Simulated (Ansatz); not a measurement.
# AlH4F (built from SMILES F.[AlH3]): functionals against CCSD(T) at one geometry

How do the functionals fare away from a minimum? The structure is a displaced guess of a reacting structure.

The runs use Ansatz 0.2.0, Gaussian basis; single points in def2-TZVPP.

Cores are frozen in the correlated methods.

**1. The system as given**

6 atoms, charge 0, spin multiplicity 1.

Atoms are counted from 1 here; the program's logs count them from 0.

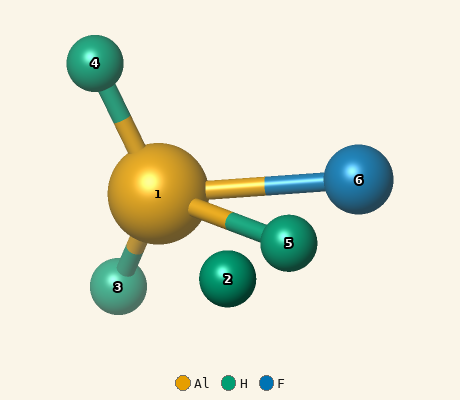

As it starts; aluminium amber, hydrogen teal, fluorine blue; atoms are numbered from 1 in the order of the file.

Geometry (Å):

```
atom    x (Å)    y (Å)    z (Å)
 Al1  -0.2595  -0.5941   0.1767
  H2   1.2489   0.5335  -0.5716
  H3  -0.9093  -1.5387  -0.8464
  H4  -0.0967  -0.8765   1.6973
  H5   0.5153   1.0118  -0.4439
  F6  -0.5855   1.5151  -0.1025
```

**2. CCSD(T)/def2-TZVPP**

The input, run/in.yaml:

```yaml
crystal:
  periodic: [false, false, false]
  atoms:
    - {symbol: Al, position_ang: [-0.259500, -0.594100, 0.176700]}
    - {symbol: H, position_ang: [1.248900, 0.533500, -0.571600]}
    - {symbol: H, position_ang: [-0.909300, -1.538700, -0.846400]}
    - {symbol: H, position_ang: [-0.096700, -0.876500, 1.697300]}
    - {symbol: H, position_ang: [0.515300, 1.011800, -0.443900]}
    - {symbol: F, position_ang: [-0.585500, 1.515100, -0.102500]}
basis:
  gaussian: {orbitals: def2-TZVPP}
correlation: {method: ccsd_t}
output: {forces: true}
```

No record of the launch command was kept for these runs.

**3. PBE0-D4/def2-TZVPP**

Changes to run/in.yaml since step 2:

```diff
@@ -11,3 +11,3 @@
   gaussian: {orbitals: def2-TZVPP}
-correlation: {method: ccsd_t}
-output: {forces: true}
+hamiltonian: {xc: pbe0, dispersion: d4}
+output: {forces: true, orbitals: {seedname: orbitals}}
```

**4. wB97M-V/def2-TZVPP**

Changes to run/in.yaml since step 3:

```diff
@@ -11,3 +11,3 @@
   gaussian: {orbitals: def2-TZVPP}
-hamiltonian: {xc: pbe0, dispersion: d4}
-output: {forces: true, orbitals: {seedname: orbitals}}
+hamiltonian: {xc: {name: wB97M-V}}
+output: {forces: true}
```

**5. r2SCAN-D4/def2-TZVPP**

Changes to run/in.yaml since step 4:

```diff
@@ -11,3 +11,3 @@
   gaussian: {orbitals: def2-TZVPP}
-hamiltonian: {xc: {name: wB97M-V}}
+hamiltonian: {xc: r2scan, dispersion: d4}
 output: {forces: true}
```

**6. PBE-D4/def2-TZVPP**

Changes to run/in.yaml since step 5:

```diff
@@ -11,3 +11,3 @@
   gaussian: {orbitals: def2-TZVPP}
-hamiltonian: {xc: r2scan, dispersion: d4}
+hamiltonian: {xc: pbe, dispersion: d4}
 output: {forces: true}
```

**7. BHLYP-D4/def2-TZVPP**

Changes to run/in.yaml since step 6:

```diff
@@ -11,3 +11,3 @@
   gaussian: {orbitals: def2-TZVPP}
-hamiltonian: {xc: pbe, dispersion: d4}
+hamiltonian: {xc: {name: BHLYP}, dispersion: d4}
 output: {forces: true}
```

**8. r2SCANh-D4/def2-TZVPP**

Changes to run/in.yaml since step 7:

```diff
@@ -11,3 +11,3 @@
   gaussian: {orbitals: def2-TZVPP}
-hamiltonian: {xc: {name: BHLYP}, dispersion: d4}
+hamiltonian: {xc: {name: r2SCANh}, dispersion: d4}
 output: {forces: true}
```

(Steps that only read results are left out.)

**Question.** What will these runs give? Wanted: energy less free atoms, CCSD(T)/def2-TZVPP; RMS force component; RMS force error; HOMO and LUMO, PBE0-D4; T1 diagnostic.

As calculated:

| quantity | value |
| --- | --- |
| energy less free atoms, CCSD(T)/def2-TZVPP | -1444.8 kJ/mol |
| RMS force component | 0.809 to 0.882 eV/Å over the methods |
| RMS force error | PBE0-D4 0.111, wB97M-V 0.087, r2SCAN-D4 0.092, PBE-D4 0.199, BHLYP-D4 0.075, r2SCANh-D4 0.074 eV/Å |
| HOMO and LUMO, PBE0-D4 | -9.14 and -1.51 eV |
| T1 diagnostic | 0.014 |

What this shows: Against CCSD(T) the functionals' energies less atoms differ by -35.4 to +20.4 kJ/mol, PBE-D4 by -25.2 kJ/mol. The reference is not at the basis limit: in triple zeta CCSD(T) underbinds, which counts against methods that bind more; the gaps are no ranking. For forces r2SCANh-D4 does best and PBE-D4 worst. Frozen-core CCSD(T) forces in triple zeta carry basis errors of their own, and this is one geometry, so small gaps rank nothing.
